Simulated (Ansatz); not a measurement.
# [HF2]− (SMILES F[H-]F): PBE0/STO-3G

Aim: the vertical ionisation energy of [HF2]− at PBE0/STO-3G, from 2 runs. 

Program for the calculation: Ansatz 0.2.0.

1 further run of the same task is left out (set aside as unsound or not needed).

### 1 The structure to begin with

[HF2]− has 3 atoms, charge -1, and is taken as a singlet. SMILES: `F[H-]F`. The shape is that of a PBE0-D4/def2-TZVPD optimisation.

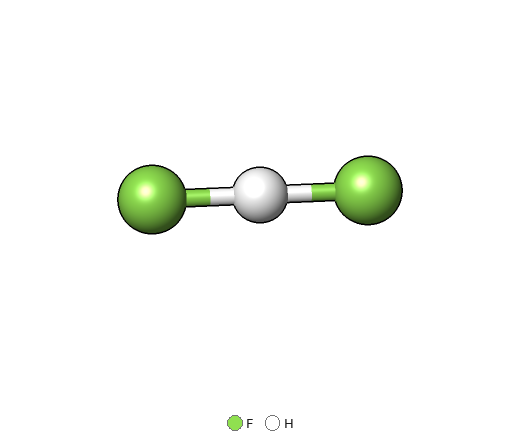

The structure, seen from a chosen angle (fluorine green, hydrogen white).

### 2 A single-point energy at PBE0/STO-3G

File job.yaml:

```yaml
crystal:
  periodic: [false, false, false]
  atoms:
    - symbol: F
      position_ang: [-0.973200, 0.344400, -0.491000]
    - symbol: H
      position_ang: [-0.000000, 0.000000, -0.000000]
    - symbol: F
      position_ang: [0.973200, -0.344400, 0.491000]
basis:
  gaussian: {orbitals: STO-3G}
total_charge: -1
hamiltonian: {xc: pbe0}
accuracy: high
```

On the command line:

```bash
ansatz run job.yaml --threads 1 --pin off --max-ram 2610MiB --events-out events.jsonl --progress --plain --runs-dir runs
```

The program printed:

```text
Warning: RAYON_NUM_THREADS=1 ignored (pool sized by the plan → 1); use --threads N
Functional definition: PBE0
  name "PBE0"
  parameter a = 0.25
  parameter kappa = 0.804
  parameter beta = 0.06672455060314922
  exchange = (1 - a)*pbe_x(kappa = kappa, mu = beta*pi^2/3) + a*exact_x
  correlation = pbe_c(beta = beta)
160 factors; integrals over basis functions are off by at most 3.7e-8 eV
mean field evaluation 1: about -5358.8434 eV, gradient 6.6e0 eV
mean field evaluation 2: about -5359.0168 eV, gradient 1.5e0 eV
mean field evaluation 4: about -5359.0356 eV, gradient 1.4e-1 eV
mean field evaluation 8: about -5359.0357 eV, gradient 7.4e-7 eV
mean field -5359.03568297 eV, -196.9409288644 hartree, gradient 2.3e-9 eV, S^2 0.000000; 0 other end points of the search recorded, 0 dependent functions left out
reference -5359.03568371 eV, -196.9409288914 hartree; 10, 10 occupied and 1, 1 virtual orbitals, 160 factors
Total energy: -5359.03568371 eV, -196.9409288914 hartree
```

Wall time 0.44 s (1 thread of Arm Neoverse V1, shared host).

### 3 Doublet neutral HF2

File input.yaml:

```yaml
crystal:
  periodic: [false, false, false]
  atoms:
    - symbol: F
      position_ang: [-0.973200, 0.344400, -0.491000]
    - symbol: H
      position_ang: [-0.000000, 0.000000, -0.000000]
    - symbol: F
      position_ang: [0.973200, -0.344400, 0.491000]
basis:
  gaussian:
    orbitals: STO-3G
total_charge: 0
hamiltonian:
  xc: {name: PBE0}
magnetization:
  spin_polarized: true
  initial_magnetization: 1
accuracy: high
```

On the command line:

```bash
ansatz run input.yaml --threads 1 --pin off --max-ram 2610MiB --events-out events.jsonl --progress --plain --runs-dir runs
```

The program printed (excerpt; [...] marks lines left out):

```text
Warning: RAYON_NUM_THREADS=1 ignored (pool sized by the plan → 1); use --threads N
[... 7 set-up lines as earlier in the session ...]
160 factors; integrals over basis functions are off by at most 3.7e-8 eV
mean field evaluation 1: about -5362.0537 eV, gradient 4.3e0 eV
mean field evaluation 2: about -5362.2095 eV, gradient 9.3e-1 eV
mean field evaluation 4: about -5362.2207 eV, gradient 9.2e-2 eV
mean field evaluation 8: about -5362.2208 eV, gradient 3.8e-5 eV
mean field evaluation 16: about -5362.3676 eV, gradient 8.9e-1 eV
mean field evaluation 32: about -5362.2208 eV, gradient 1.3e-5 eV
mean field -5362.42543941 eV, -197.0655001158 hartree, gradient 4.5e-8 eV, S^2 0.765016; 4 other end points of the search recorded, 0 dependent functions left out
reference -5362.42544015 eV, -197.0655001430 hartree; 10, 9 occupied and 1, 2 virtual orbitals, 160 factors
Total energy: -5362.42544015 eV, -197.0655001430 hartree
```

Run time: 1.8 s. Hardware: 1 thread of Arm Neoverse V1, shared host; peak memory 0.097 GiB.

### 4 Outcome

Level: PBE0/STO-3G.

```
                                           quantity          value
                       singlet [HF2]−: total energy  -196.94093 Eh
                  doublet neutral HF2: total energy  -197.06550 Eh
                          doublet neutral HF2: ⟨S²⟩          0.765
vertical detachment energy (to the doublet neutral)      -3.390 eV
```

The species is unbound against losing an electron at this level, by 3.39 eV (−78 kcal/mol); missing correlation or diffuse functions can give that sign where the real anion is bound. In a minimal basis such a difference can be off by several eV, whatever the method.
